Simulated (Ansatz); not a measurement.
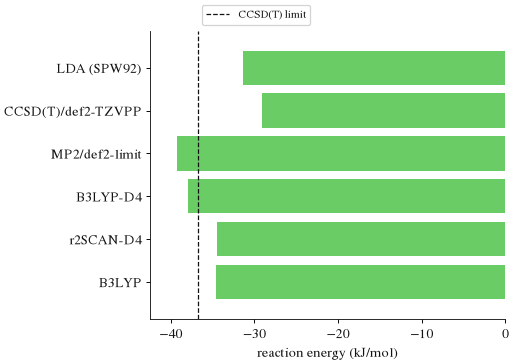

Electronic reaction energy of GeHOBr ([OH][Ge][Br]) [singlet] + HBr (Br) → GeBr₂ ([Br][Ge][Br]) [singlet] + H₂O (O) (SMILES in brackets) at several levels (functionals in def2-TZVPP unless a basis is named), isolated molecules at PBE0-D4 triple-zeta geometries, minima by their frequencies, no zero-point or thermal terms, the Ansatz code. The line is frozen-core CCSD(T) at the basis limit (MP2 extrapolated from triple and quadruple zeta, plus CCSD(T) less MP2 in a smaller set). No dispersion term is added to B3LYP. The distance of CCSD(T)/def2-TZVPP to the limit includes basis error. The limit lies 7.7 kJ/mol from CCSD(T)/def2-TZVPP, so the line itself is uncertain by a part of that.

### What range do the values span, the line included?

From −39.3 kJ/mol (MP2/def2-limit) to −29.0 kJ/mol (CCSD(T)/def2-TZVPP).

### Give the values.

| level | kJ/mol | less CCSD(T) limit |
| --- | --- | --- |
| LDA (SPW92) | −31.4 | 5.3 |
| CCSD(T)/def2-TZVPP | −29.0 | 7.7 |
| MP2/def2-limit | −39.3 | −2.6 |
| B3LYP-D4 | −37.9 | −1.2 |
| r2SCAN-D4 | −34.5 | 2.2 |
| B3LYP | −34.6 | 2.1 |
| CCSD(T) limit | −36.7 | 0.0 |

Caveats: no scalar relativity up to krypton; outer-core shells are correlated without core-valence functions, which makes the correlated values less sure.
